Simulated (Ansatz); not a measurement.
# TbZr2Si2: relaxing a made-up structure

This structure for TbZr2Si2 is made up. Its elements were placed in a known structure type with a cell scaled to their sizes. What cell does the guess relax to, and how far off was it?

Calculated with Ansatz 0.2.0; DFT, PBE, plane-wave PAW, default files, scalar-relativistic, ferromagnetic start, cell and ions relaxed at zero pressure.

In doubt: a part-filled 4f shell, where there is one, can sit in one of many states, so energies may not be the lowest and differences between runs may mislead; derivatives with an open 4f shell can jump between states, which bears on forces and vibrations.

### Step 1. The starting structure

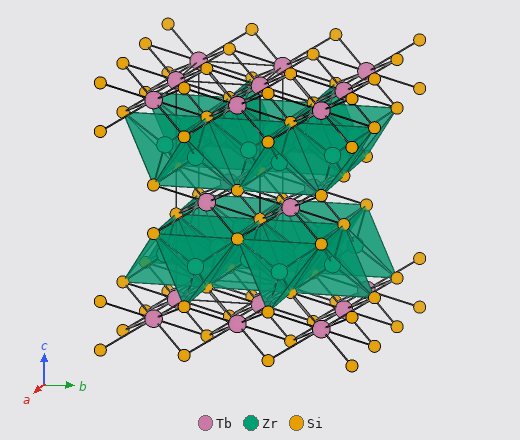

The starting structure, seen slightly off an axis (terbium pink, zirconium teal, silicon orange). 2×2×1 cells are drawn. This picture shows the conventional cell, with its axes. Some periodic images of atoms are drawn too.

### Step 2. Relaxing cell and atoms

The guess takes its coordinates from another compound and its volume from a rule, so the cell and any free coordinates are relaxed together.

File input.yaml:

```yaml
crystal:
  lattice:
    - [-2.1955, 2.1955, 5.6825]
    - [2.1955, -2.1955, 5.6825]
    - [2.1955, 2.1955, -5.6825]
  atoms:
    - { symbol: Tb, position: [0.0, 0.0, 0.0], spin: 6.0 }
    - { symbol: Zr, position: [0.25, 0.75, 0.5] }
    - { symbol: Zr, position: [0.75, 0.25, 0.5] }
    - { symbol: Si, position: [0.3888, 0.3888, 0.0] }
    - { symbol: Si, position: [0.6112, 0.6112, 0.0] }
magnetization:
  spin_polarized: true
kpoints:
  mp_grid: { grid: [9, 9, 9] }
scf:
  occupations: { method: fermi_dirac, width: 0.05 }
hamiltonian:
  xc: pbe
  pseudopotentials: { kind: paw }
relax:
  f_tol: 0.015
  max_steps: 70
  cell: {}
output:
  forces: true
  stress: true
```

Run with:

```sh
> ansatz run input.yaml --threads 4 --pin off --max-ram 10240MiB --backend cpu --events-out ev --progress --plain --runs-dir out
```

Numbers of over 12 decimals in the logs are rounded to 6 here.

The program printed:

```text
basis.fft_grid_basis auto: the FFT boxes are laid along the combinations [[1, 0, 1], [0, 1, 1], [0, 0, 1]] of the cell's own vectors, 4.391, 4.391 and 6.475 Å long. The dense box has 30×30×45 points. Along the cell's own vectors, as sized, it would have 45×45×45, 2.25 times as many. Of the 16 symmetry operations that the crystal satisfies within crystal.symmetry.tolerance (time reversal apart; of a slab, those that k [...]
Engine: ansatz 0.2.0, x86_64-unknown-linux-gnu
Pseudopotentials: kind: paw
Pseudopotential: Tb, paw, valence charge 19, recommended cutoff 420 eV (normal), Tb.paw.azcp
Pseudopotential: Zr, paw, valence charge 12, recommended cutoff 420 eV (normal), Zr.paw.azcp
Pseudopotential: Si, paw, valence charge 4, recommended cutoff 420 eV (normal), Si.paw.azcp
Functional definition: PBE
  parameter kappa = 0.804
  parameter beta = 0.066725
  exchange = pbe_x(kappa = kappa, mu = beta*pi^2/3)
  correlation = pbe_c(beta = beta)
Crystal: 5 atoms, lattice volume = 109.564 Å³
Basis set: ecut = 420 eV, 2131 PW (Γ), FFT grids on a1+a3, a2+a3, a3, exchange–correlation on 60×60×90 points (8 copies of the dense FFT grid, shifted against one another)
Bands: 35, of which v1, the nominal top of the filled ones, is band 26 counted from 1 (25 counted from 0)
Symmetry: 16 space group operations
Space group: I4/mmm (ITA 139), of the structure as read, at distance tolerance 4.8e-5 Å
Magnetic group: BNS 139.531 (UNI 1191), of the structure as read, at distance tolerance 4.8e-5 Å
k-points: 75 of 729
Non-local potential: Tb, projectors of the file, l = 0: 3, l = 1: 2, l = 2: 2, l = 3: 3
Non-local potential: Zr, projectors of the file, l = 0: 3, l = 1: 2, l = 2: 2, l = 3: 2
Non-local potential: Si, projectors of the file, l = 0: 2, l = 1: 2, l = 2: 2
PAW form: soft (Blöchl's): semilocal exchange-correlation on the pseudo side does not see the compensation charge
PAW one-centre angular grid: Tb, 590 points (default); XC on 64 Gauss nodes
PAW one-centre angular grid: Zr, 590 points (default); XC on 64 Gauss nodes
PAW one-centre angular grid: Si, 110 points (default); XC on 64 Gauss nodes
Initial density: superposition of atomic densities (chi_scale 0.1, normalization cell)
Starting moments: Σ|m| = 6 μB on 1 of 5 sites
Initial wavefunctions: pseudopotential atomic-orbital guess
Functional: x = pbe(κ = 0.804, μ = 0.219515), c = pbe(β = 0.066725)
SCF iter   1: F=—  HF=-19586.579442 eV  |F-HF|=—  |Δ(HF+E_count)|=         —  Δρ=3.36e-2 (↑1.92e-2 ↓3.36e-2)  dr2=6.20e0  dr2_m=2.11e-1  M=5.909 μB ∫|m|=5.933 μB  β_m=0.30  ethr=3.10e-3  ⟨swp⟩=6.7  Hψ=23430  notcnv=0  defer=2
Mixer restart at iter 1: flushing history
preconditioner: auto → Kerker (q_TF=auto, 2.402 Å⁻¹)  [metal: Δε(μ)=0.004 eV  Ē_g=6.365 eV  σ=0.050 eV  W_gap=0.02  n_scr=32 (ndim 8)  ℏωp=19.4 eV  f_vac=0.000  D(μ)=15.54/eV (n_scr^D=244)]
spin=Collinear: Kerker preconditioning applied to the charge; magnetization (m = ρ↑ − ρ↓) channel mixes plain (no charge-response kernel on spin).
SCF iter   2: F=—  HF=-19586.417907 eV  |F-HF|=—  |Δ(HF+E_count)|=   1.62e-1  Δρ=2.46e-2 (↑1.58e-2 ↓2.46e-2)  dr2=3.74e0  dr2_m=1.54e-1  M=5.919 μB ∫|m|=5.945 μB  β_m=0.62  ethr=3.10e-3  ⟨swp⟩=2.8  Hψ=8463  notcnv=0  defer=131
SCF iter   3: F=—  HF=-19586.052722 eV  |F-HF|=—  |Δ(HF+E_count)|=   3.65e-1  Δρ=1.37e-2 (↑9.41e-3 ↓1.37e-2)  dr2=8.50e-1  dr2_m=5.56e-3  M=5.993 μB ∫|m|=6.062 μB  β_m=0.53  ethr=3.10e-3  ⟨swp⟩=3.5  Hψ=10006  notcnv=0  defer=127
SCF iter   4: F=—  HF=-19585.846545 eV  |F-HF|=—  |Δ(HF+E_count)|=   2.06e-1  Δρ=3.56e-3 (↑2.74e-3 ↓3.56e-3)  dr2=4.38e-2  dr2_m=2.50e-3  M=5.976 μB ∫|m|=6.065 μB  β_m=0.67  ethr=1.67e-3  ⟨swp⟩=4.3  Hψ=12652  notcnv=0  defer=117
SCF iter   5: F=—  HF=-19586.020338 eV  |F-HF|=—  |Δ(HF+E_count)|=         —  Δρ=1.11e-2 (↑1.19e-3 ↓1.11e-2)  dr2=3.67e-2  dr2_m=3.08e-2  M=5.958 μB ∫|m|=6.044 μB  β_m=1.00  ethr=8.59e-5  ⟨swp⟩=3.2  Hψ=10163  notcnv=0  defer=115
Mixer restart at iter 5: flushing history
SCF iter   6: F=—  HF=-19585.903871 eV  |F-HF|=—  |Δ(HF+E_count)|=   1.16e-1  Δρ=2.27e-3 (↑5.46e-4 ↓2.27e-3)  dr2=4.70e-3  dr2_m=1.17e-3  M=5.941 μB ∫|m|=6.034 μB  β_m=0.67  ethr=9.80e-5  ⟨swp⟩=3.2  Hψ=9352  notcnv=0  defer=114
SCF iter   7: F=—  HF=-19585.907721 eV  |F-HF|=—  |Δ(HF+E_count)|=   3.85e-3  Δρ=1.31e-3 (↑4.61e-4 ↓1.31e-3)  dr2=1.27e-3  dr2_m=6.17e-4  M=5.933 μB ∫|m|=6.028 μB  β_m=0.76  ethr=9.21e-6  ⟨swp⟩=2.1  Hψ=9696  notcnv=0  defer=114
SCF iter   8: F=—  HF=-19585.910321 eV  |F-HF|=—  |Δ(HF+E_count)|=   2.60e-3  Δρ=1.32e-3 (↑5.04e-4 ↓1.32e-3)  dr2=3.65e-3  dr2_m=1.77e-4  M=5.917 μB ∫|m|=6.014 μB  β_m=0.65  ethr=2.48e-6  ⟨swp⟩=2.0  Hψ=9046  notcnv=0  defer=113
SCF iter   9: F=—  HF=-19585.910432 eV  |F-HF|=—  |Δ(HF+E_count)|=   1.10e-4  Δρ=3.94e-4 (↑1.80e-4 ↓3.94e-4)  dr2=2.29e-4  dr2_m=4.83e-5  M=5.910 μB ∫|m|=6.008 μB  β_m=0.83  ethr=2.48e-6  ⟨swp⟩=2.8  Hψ=10142  notcnv=0  defer=115
SCF iter  10: F=—  HF=-19585.910502 eV  |F-HF|=—  |Δ(HF+E_count)|=   7.09e-5  Δρ=1.00e-4 (↑3.53e-5 ↓1.00e-4)  dr2=1.15e-5  dr2_m=3.18e-6  M=5.909 μB ∫|m|=6.006 μB  β_m=0.81  ethr=4.49e-7  ⟨swp⟩=2.0  Hψ=9728  notcnv=0  defer=115
SCF iter  11: F=—  HF=-19585.910519 eV  |F-HF|=—  |Δ(HF+E_count)|=   1.69e-5  Δρ=2.00e-5 (↑1.41e-5 ↓2.00e-5)  dr2=8.87e-7  dr2_m=5.88e-8  M=5.907 μB ∫|m|=6.004 μB  β_m=0.91  ethr=2.25e-8  ⟨swp⟩=2.2  Hψ=9229  notcnv=0  defer=114
SCF iter  12: F=—  HF=-19586.175837 eV  |F-HF|=—  |Δ(HF+E_count)|=         —  Δρ=1.63e-2 (↑2.30e-5 ↓1.63e-2)  dr2=4.76e-2  dr2_m=6.70e-2  M=5.908 μB ∫|m|=6.009 μB  β_m=1.00  ethr=1.74e-9  ⟨swp⟩=2.0  Hψ=8340  notcnv=0  defer=114
Mixer restart at iter 12: flushing history
SCF iter  13: F=—  HF=-19585.878658 eV  |F-HF|=—  |Δ(HF+E_count)|=   2.97e-1  Δρ=1.51e-3 (↑3.44e-4 ↓1.51e-3)  dr2=9.77e-4  dr2_m=4.67e-4  M=5.914 μB ∫|m|=6.013 μB  β_m=0.91  ethr=9.80e-5  ⟨swp⟩=3.3  Hψ=10315  notcnv=0  defer=115
SCF iter  14: F=—  HF=-19585.879703 eV  |F-HF|=—  |Δ(HF+E_count)|=   1.04e-3  Δρ=5.11e-4 (↑3.60e-4 ↓5.11e-4)  dr2=3.69e-4  dr2_m=5.30e-5  M=5.920 μB ∫|m|=6.017 μB  β_m=0.93  ethr=1.92e-6  ⟨swp⟩=2.0  Hψ=10296  notcnv=0  defer=115
SCF iter  15: F=—  HF=-19585.879912 eV  |F-HF|=—  |Δ(HF+E_count)|=         —  Δρ=5.40e-4 (↑3.51e-4 ↓5.40e-4)  dr2=7.26e-4  dr2_m=1.77e-5  M=5.920 μB ∫|m|=6.016 μB  ethr=7.23e-7  ⟨swp⟩=2.3  Hψ=9775  notcnv=0  defer=115
Mixer restart at iter 15: flushing history
SCF iter  16: F=—  HF=-19585.910520 eV  |F-HF|=—  |Δ(HF+E_count)|=         —  Δρ=1.64e-5 (↑2.24e-6 ↓1.64e-5)  dr2=3.18e-7  dr2_m=7.06e-8  M=5.907 μB ∫|m|=6.004 μB  β_m=0.93  ethr=1.74e-9  ⟨swp⟩=8.0  Hψ=20780  notcnv=0  defer=108
[...]
SCF iter  12: F=-19586.188526 eV  HF=-19586.188526 eV  |F-HF|=1.95e-7  |Δ(HF+E_count)|=   1.26e-8  Δρ=1.23e-5 (↑1.52e-6 ↓1.23e-5)  dr2=1.76e-7  dr2_m=3.65e-8  M=5.825 μB ∫|m|=6.152 μB  ethr=6.18e-11  ⟨swp⟩=3.0  Hψ=20383  notcnv=0
SCF 3 converged in 12 iterations: F = -19586.188526 eV  dr2 = 1.76e-7
relax step   3: F+E_penalty+E_count = -19586.18852580 eV  Δ(F+E_penalty+E_count) = +1.724e-2 eV  max|allowed force component| = 5.956e-1 eV/Å  Δτ_max = 0.0874 Å  P = +3.650 GPa  Ω = 101.230 Å³  energy of the carried Pulay correction = +1.811e-3 eV  (12 SCF iters, dr2 threshold 5.00e-7 eV, rejected (line search))
[...]
relax step   4: F+E_penalty+E_count = -19586.26420143 eV  Δ(F+E_penalty+E_count) = -5.844e-2 eV  max|allowed force component| = 2.460e-1 eV/Å  Δτ_max = 0.0290 Å  P = +0.074 GPa  Ω = 105.853 Å³  energy of the carried Pulay correction = +7.889e-4 eV  (16 SCF iters, accepted)
[...]
relax step   5: F+E_penalty+E_count = -19586.26770745 eV  Δ(F+E_penalty+E_count) = -3.506e-3 eV  max|allowed force component| = 5.427e-2 eV/Å  Δτ_max = 0.0166 Å  P = -0.025 GPa  Ω = 105.743 Å³  energy of the carried Pulay correction = +8.126e-4 eV  (7 SCF iters, dr2 threshold 5.00e-7 eV, accepted)
[...]
relax step   6: F+E_penalty+E_count = -19586.26790942 eV  Δ(F+E_penalty+E_count) = -2.020e-4 eV  max|allowed force component| = 8.132e-5 eV/Å  Δτ_max = 0.0022 Å  P = -0.008 GPa  Ω = 105.726 Å³  energy of the carried Pulay correction = +8.164e-4 eV  (6 SCF iters, dr2 threshold 1.84e-7 eV, accepted)
Initial wavefunctions: pseudopotential atomic-orbital guess (no wavefunctions were taken with the density)
iter 1 solved again at ethr=1.12e-7 eV; its pass at ethr=3.10e-3 eV (dr2=5.71e-5 eV) is discarded
SCF iter   1: F=—  HF=-19586.267987 eV  |F-HF|=—  |Δ(HF+E_count)|=         —  Δρ=6.34e-5 (↑4.86e-5 ↓6.34e-5)  dr2=9.83e-7  dr2_m=1.36e-6  M=5.809 μB ∫|m|=6.125 μB  β_m=0.65  ethr=1.12e-7  ⟨swp⟩=3.5  Hψ=39418  notcnv=0
preconditioner: auto → Kerker (q_TF=auto, 2.416 Å⁻¹)  [metal: Δε(μ)=0.007 eV  Ē_g=4.833 eV  σ=0.050 eV  W_gap=0.03  n_scr=32 (ndim 8)  ℏωp=18.8 eV  f_vac=0.000  D(μ)=7.72/eV (n_scr^D=78)]
spin=Collinear: Kerker preconditioning applied to the charge; magnetization (m = ρ↑ − ρ↓) channel mixes plain (no charge-response kernel on spin).
SCF iter   2: F=—  HF=-19586.267993 eV  |F-HF|=—  |Δ(HF+E_count)|=   6.05e-6  Δρ=2.48e-5 (↑1.98e-5 ↓2.48e-5)  dr2=4.01e-7  dr2_m=1.71e-7  M=5.809 μB ∫|m|=6.125 μB  β_m=0.64  ethr=1.93e-9  ⟨swp⟩=2.0  Hψ=8835  notcnv=0
SCF iter   3: F=—  HF=-19586.267994 eV  |F-HF|=—  |Δ(HF+E_count)|=   1.05e-6  Δρ=3.96e-6 (↑3.96e-6 ↓3.40e-6)  dr2=2.38e-8  dr2_m=1.34e-9  M=5.809 μB ∫|m|=6.125 μB  β_m=0.53  ethr=7.87e-10  ⟨swp⟩=2.0  Hψ=9064  notcnv=0
SCF iter   4: F=—  HF=-19586.267994 eV  |F-HF|=—  |Δ(HF+E_count)|=   2.72e-8  Δρ=1.81e-6 (↑1.15e-6 ↓1.81e-6)  dr2=7.34e-9  dr2_m=7.12e-10  M=5.809 μB ∫|m|=6.125 μB  β_m=0.70  ethr=4.66e-11  ⟨swp⟩=2.5  Hψ=9157  notcnv=0
SCF iter   5: F=—  HF=-19586.267994 eV  |F-HF|=—  |Δ(HF+E_count)|=   1.17e-9  Δρ=9.35e-7 (↑4.22e-7 ↓9.35e-7)  dr2=1.06e-9  dr2_m=1.92e-10  M=5.809 μB ∫|m|=6.125 μB  β_m=0.85  ethr=1.44e-11  ⟨swp⟩=2.0  Hψ=8929  notcnv=0
SCF iter   6: F=—  HF=-19586.267994 eV  |F-HF|=—  |Δ(HF+E_count)|=   1.04e-7  Δρ=7.92e-7 (↑2.31e-7 ↓7.92e-7)  dr2=7.56e-10  dr2_m=1.52e-10  M=5.809 μB ∫|m|=6.125 μB  β_m=0.93  ethr=2.08e-12  ⟨swp⟩=2.0  Hψ=7934  notcnv=0
SCF iter   7: F=—  HF=-19586.267994 eV  |F-HF|=—  |Δ(HF+E_count)|=   1.36e-9  Δρ=1.37e-7 (↑1.08e-7 ↓1.37e-7)  dr2=1.88e-11  dr2_m=1.11e-11  M=5.809 μB ∫|m|=6.125 μB  β_m=0.96  ethr=1.48e-12  ⟨swp⟩=2.1  Hψ=9103  notcnv=0
SCF iter   8: F=—  HF=-19586.267994 eV  |F-HF|=—  |Δ(HF+E_count)|=  6.55e-11  Δρ=2.24e-7 (↑6.29e-8 ↓2.24e-7)  dr2=6.55e-11  dr2_m=1.37e-11  M=5.809 μB ∫|m|=6.125 μB  β_m=0.98  ethr=1.00e-12  ⟨swp⟩=2.1  Hψ=7414  notcnv=0
SCF iter   9: F=—  HF=-19586.267994 eV  |F-HF|=—  |Δ(HF+E_count)|=  7.28e-12  Δρ=3.26e-8 (↑3.26e-8 ↓2.95e-8)  dr2=9.21e-14  dr2_m=9.24e-13  M=5.809 μB ∫|m|=6.125 μB  β_m=0.99  ethr=1.00e-12  ⟨swp⟩=3.0  Hψ=16002  notcnv=0
SCF iter  10: F=—  HF=-19586.267994 eV  |F-HF|=—  |Δ(HF+E_count)|=  7.28e-12  Δρ=1.98e-8 (↑1.23e-8 ↓1.98e-8)  dr2=3.35e-13  dr2_m=2.12e-13  M=5.809 μB ∫|m|=6.125 μB  β_m=1.00  ethr=1.00e-12  ⟨swp⟩=1.0  Hψ=5250  notcnv=0
SCF iter  11: F=-19586.267994 eV  HF=-19586.267994 eV  |F-HF|=1.09e-11  |Δ(HF+E_count)|=    0.00e0  Δρ=5.92e-8 (↑6.82e-9 ↓5.92e-8)  dr2=4.61e-12  dr2_m=8.28e-13  M=5.809 μB ∫|m|=6.125 μB  ethr=1.00e-12  ⟨swp⟩=2.3  Hψ=13765  notcnv=0
SCF 7 converged in 11 iterations: F = -19586.267994 eV  dr2 = 4.61e-12
relax step   7: F+E_penalty+E_count = -19586.26799378 eV  Δ(F+E_penalty+E_count) = -8.436e-5 eV  max|allowed force component| = 1.026e-3 eV/Å  Δτ_max = 0.0000 Å  P = -0.004 GPa  Ω = 105.726 Å³  stress off target by 2.19e-2 GPa  SCF on the basis re-selected at this cell (its energy is not comparable with the rows above)  (11 SCF iters)
basis re-selected at this cell: Δ(F+E_penalty+E_count) = -8.436e-5 eV, ΔP = +0.004 GPa vs the last step (what re-selecting the basis moved, of the pressure what is left beyond the Pulay correction that the steps carried, after the strain that the cell walked since its last selection, with what the two solves' SCF thresholds leave and, on support functions, any second-order correction that the steps lacked; it is no m [...]
SCF converged after 11 iterations
Magnetization: 5.8093 μB (28.4047 up, 22.5953 down)
Absolute magnetization: 6.1251 μB (∫|ρ↑−ρ↓|, with the PAW one-centre terms)
Spin contamination: 0.2579 ħ² per cell (⟨S²⟩ above its minimum at these occupations)
Per-site moments (μB) at R_I (Å): [(5.903316, 1.314641), (-0.028174, 1.148213), (-0.028174, 1.148213), (-0.014418, 0.975243), (-0.014418, 0.975243)]
Free energy (F): -19586.267994 eV
Harris-Foulkes:  -19586.267994 eV  (|F-HF|=1.09e-11)
Internal energy: -19586.202385 eV  (E = F + TS)
E sigma→0 (E₀):  -19586.235189 eV
Entropy (-TS):   -0.065609 eV (-13.122 meV/atom)
Fermi energy:    12.274980 eV
--- Per-component energies (eV) ---
  E_band       = -186.702858
  E_kinetic    = 1103.036390
  E_local      = -4401.278282  (includes V_loc(G=0)·N_el)
  E_nonlocal   = 874.686708
  E_hartree    = 1683.655915
  E_xc         = -625.518897
  E_vxc        = -683.880249  (∫ρ·V_xc dr)
  E_paw        = -13648.429443  (= ΣΔE_a)
  E_vpaw       = -446.579196  (= ΣTr[D̂ρ^β])
  E_aug_tail   = 0.000059  (compensation charges beyond the density's cutoff)
  E_ewald      = -4572.354836
  E_smearing   = -0.065609  (= −TS)
  E_closure    = 0.000000  (closes the sum)
  Σ components = -19586.267994   (vs F -19586.267994, Δ=0.00e0)
--- Forces (eV/Å), atoms counted from 1 ---
  atom   1  Tb     0.00000000     0.00000000    -0.00000000
  atom   2  Zr     0.00000000    -0.00000000     0.00000000
  atom   3  Zr    -0.00000000    -0.00000000     0.00000000
  atom   4  Si    -0.00000000    -0.00000000     0.00102580
  atom   5  Si    -0.00000000     0.00000000    -0.00102580
  max |Σ_I F_I| component: 1.73e-17 eV/Å
--- Stress (GPa, compression-positive) ---
       -0.017041       0.000000       0.000000
        0.000000      -0.017041       0.000000
       -0.000000       0.000000       0.021909
  P = ⅓ Tr σ = -0.0041 GPa (-0.041 kbar)
--- Relaxed structure (6 steps of the walk, 5 accepted, 1 SCFs on fresh bases) ---
  F+E_penalty+E_count = -19586.26799378 eV   max|allowed force component| = 1.026e-3 eV/Å   (the final SCF, on the basis selected at the relaxed cell)
  cell:  # Å, volume = 105.7256 Å³
    - [-2.092801, 2.092801, 6.034821]
    - [2.092801, -2.092801, 6.034821]
    - [2.092801, 2.092801, -6.034821]
  atoms:
    - { symbol: Tb, position: [9.768790361857955e-19, 9.768790361857974e-19, 0] }
    - { symbol: Zr, position: [0.250000, 0.75, 0.5] }
    - { symbol: Zr, position: [0.75, 0.250000, 0.5] }
    - { symbol: Si, position: [0.402059, 0.402059, 0] }
    - { symbol: Si, position: [0.597941, 0.597941, 0] }
```

Wall time 83 s (4 threads of Intel Xeon Platinum 8259CL at 2.50GHz (Skylake/Cascade Lake), shared host); peak memory 1 GiB; 5.2 min of CPU time.

Relaxation path:

```tsv
step	energy less that of the first step (eV)	largest force component (eV/Å)	pressure (GPa)	volume (Å³)
1	0.0000	1.1710	0.88	109.56
2	-0.2952	0.2489	-2.32	109.87
3	-0.2780	0.5956	3.65	101.23
4	-0.3537	0.2460	0.07	105.85
5	-0.3572	0.0543	-0.03	105.74
6	-0.3574	0.0001	-0.01	105.73
7*	-0.3575	0.0010	0.00	105.73
```

Relaxation steps marked * repeat the geometry before them on a plane-wave basis chosen anew for their cell, so energy and pressure can jump there. Relaxation step 3 was tried and not accepted.

Forces are held to the 16 operations that the run works with; a distortion that breaks them can't arise in this run.

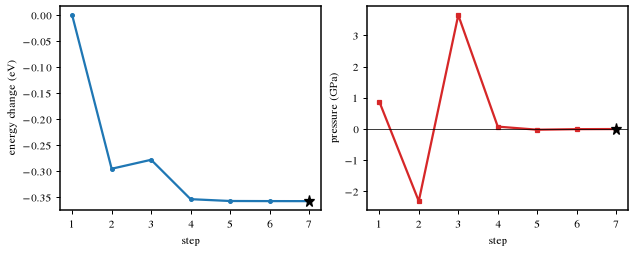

Energy and pressure along the relaxation. Stars mark steps on a basis chosen anew.

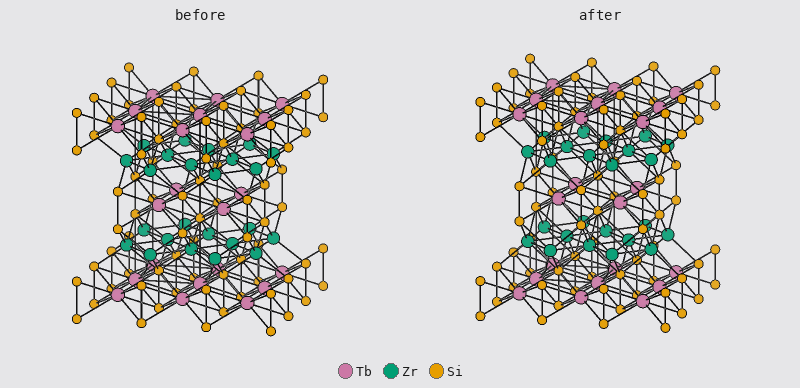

Before and after, at one scale.

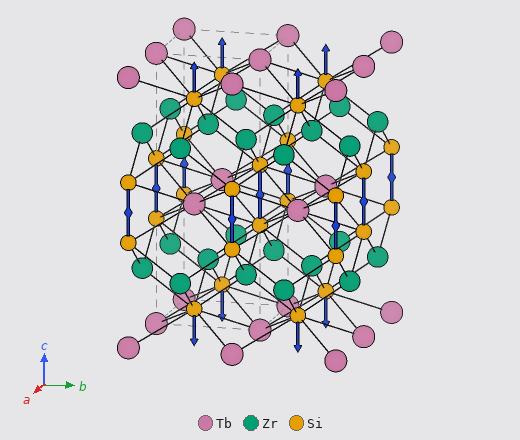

Displacements in the relaxation, exaggerated, measured against the changing cell; the longest in the cell stands for 0.16 Å. 2×2×1 conventional cells are drawn. Some periodic images of atoms are drawn too.

```tsv
conventional cell, symmetrised	before	after	change
a (Å)	4.391	4.186	-4.7 %
b (Å)	4.391	4.186	-4.7 %
c (Å)	11.365	12.070	+6.2 %
volume (Å³/atom)	21.91	21.15	-3.5 %
```

The atoms that moved most (Å, as changes of fractional coordinates times the final cell):

```tsv
atom	dx	dy	dz	length
Si4	0.000	0.000	0.160	0.160
Si5	0.000	0.000	-0.160	0.160
```

The relaxed structure:

```xyz
5
Lattice="-2.0928 2.0928 6.0348 2.0928 -2.0928 6.0348 2.0928 2.0928 -6.0348" Properties=species:S:1:pos:R:3 pbc="T T T"
Tb    0.0000    0.0000    0.0000
Zr    2.0928    0.0000    3.0174
Zr    0.0000    2.0928    3.0174
Si    0.0000    0.0000    4.8527
Si    0.0000    0.0000    7.2169
```

This step gave:

```
free energy             : -19586.2680 eV
energy at zero smearing : -19586.2352 eV
smearing term TS        : 0.06561 eV
Fermi energy            : 12.27 eV
magnetization           : 5.809 μB
absolute magnetization  : 6.125 μB
site moments            : 5.903, -0.02817, -0.02817, -0.01442, -0.01442 μB
electrons               : 51
symmetry operations     : 16
pressure                : -0.004057 GPa
```

Site moment by atom:

```tsv
atom	site moment (μB)
Tb1	5.90
Zr2	-0.03
Zr3	-0.03
Si4	-0.01
Si5	-0.01
```

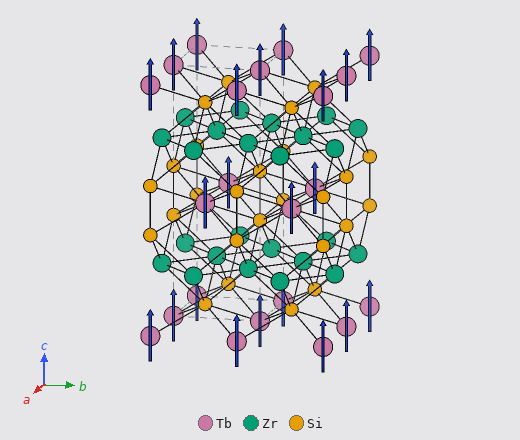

Site moment as arrows, the longest 5.90 μB. Up and down stand for the sign. Arrows give size and sign along the axis of quantisation, drawn up and down the page. 2×2×1 conventional cells are drawn. Some periodic images of atoms are drawn too.

Shortest distances by pair of elements, guess and relaxed (not always the same contact):

```tsv
pair	guess (Å)	relaxed (Å)
Si–Si	2.528	2.364
Si–Zr	2.703	2.784
Zr–Zr	3.105	2.960
Si–Tb	3.352	3.187
Tb–Zr	3.591	3.672
```

The relaxation ends with a largest force component of 0.0010 eV/Å and a pressure of 0.00 GPa.

(Part 1 of 2 ends here.)

[Logs are printed without paths, hosts, clocks, repeated set-up lines and the standing remarks that a program may print on its own settings, such as how far it seeks lower states.]

[Hosts, paths, dates, database ids (printed as entryN), source tags and the programs' standing remarks are cut or masked in the printed files.]
